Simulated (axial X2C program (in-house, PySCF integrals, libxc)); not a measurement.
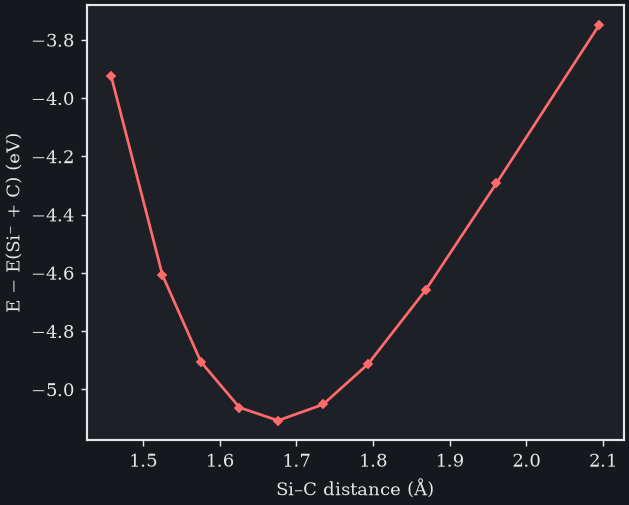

Fig. 1: Energy at 10 bond lengths, for one set of occupations held fixed; the line joins the points. A polynomial of degree 6 through 9 points gives rₑ = 1.675 Å, ωₑ = 1053 cm⁻¹, ωₑxₑ = 8.2 cm⁻¹ and Bₑ = 0.7158 cm⁻¹. The minimum lies 5.11 eV below Si⁻ + C, each computed as one determinant at the same level.

# Run report: SiC⁻, relativistic diatomic calculation

System: SiC⁻, single determinant with Ω = 1/2.
Method: PBE0, two-component X2C with atomic mean-field Coulomb and Gaunt terms, Si dyall-av3z, C dyall-av3z (cores contracted) (axial X2C program (in-house, PySCF integrals, libxc)).

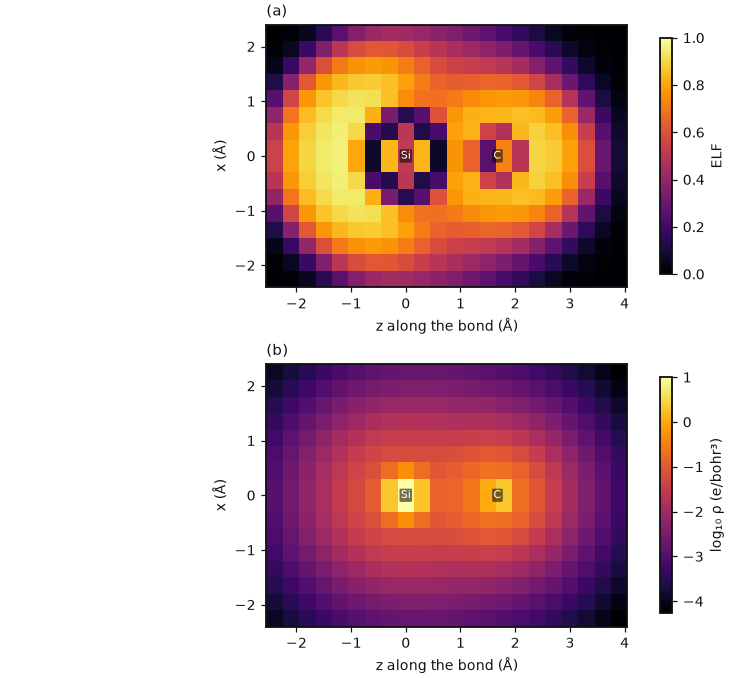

Fig. 2: (a) electron localisation function; (b) electron density on a logarithmic scale, in a plane that holds the axis, at 1.68 Å, on points 0.3 Å apart (one half computed, the other mirrored); the structure near the nuclei is finer than these points.

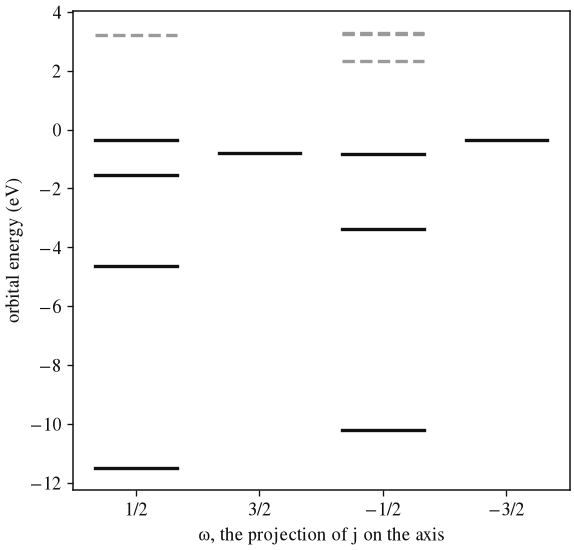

Fig. 3: Orbital energies near the frontier at 1.68 Å, filled (solid) and empty (dashed). The highest filled spinor (−3/2; 48 % C p, 44 % Si p) lies at −0.35 eV, the lowest empty one (−1/2; 44 % C p, 26 % Si s) at 2.31 eV.

Input and output of the run follow.

## The input
```
{"zs": [14, 6], "q": -1, "bas": ["dyall-av3z", "dyall-av3z"], "levels": ["PBE0", "HF", "M06"], "cc": true, "r0": 1.74, "thr": -2.0, "nmax": 90, "npts": 10, "nst": 2, "ntry": 6}
```

The line is the task of a batch: nuclear charges, charge, bases, the levels to run, a first guess of the distance and further settings. This report covers PBE0 with spin-orbit coupling. The log is that of the reference distance 1.676 Å, started from orbitals converged before.

The run was one of a batch that the task file lists, launched with:
```bash
python <driver script> task.json out
```

## The program's output
```
two-component X2C + atomic mean field  PBE0
basis functions 120  fitting functions 641  grid points 4353
iter        total energy     max residual
   1       -327.893680337     4.67e-05
   2       -327.893680376     3.74e-05
   3       -327.893680386     3.72e-05
   4       -327.893680428     2.03e-05
   5       -327.893680438     6.18e-06
converged
one-electron -510.23665445  Coulomb 182.10092140  exact exchange -6.39465800  xc functional -19.84689583  nuclear repulsion 26.52200818  atomic mean-field constant -0.03840174
```

## The points of the curve

| R (Å) | E (hartree) | dipole (D; origin at the first atom, positive when the second is positive) | highest filled (eV) | lowest empty (eV) |
| --- | --- | --- | --- | --- |
| 1.458 | −327.850156 | −3.50 | −0.68 | 2.69 |
| 1.525 | −327.875328 | −3.77 | −0.56 | 2.57 |
| 1.575 | −327.886283 | −3.97 | −0.49 | 2.48 |
| 1.626 | −327.892035 | −4.16 | −0.42 | 2.39 |
| 1.676 | −327.893680 | −4.33 | −0.35 | 2.31 |
| 1.735 | −327.891651 | −4.50 | −0.28 | 2.23 |
| 1.793 | −327.886562 | −4.62 | −0.22 | 2.17 |
| 1.869 | −327.877196 | −4.69 | −0.15 | 2.10 |
| 1.961 | −327.863743 | −4.73 | −0.11 | 2.05 |
| 2.095 | −327.843764 | −4.82 | −0.10 | 2.00 |

## Summary

```
                 quantity                                                                 value
                  outcome                                                             converged
           bond length rₑ                                                               1.675 Å
                       ωₑ                                                             1053 cm⁻¹
    energy at the minimum                                                    −327.89368 hartree
depth below the fragments                                                               5.11 eV
                 hardware  1 thread of Arm Neoverse V1, 24 GiB of memory available, shared host
                wall time                                                                 5.3 s
              peak memory                                                              0.52 GiB
```
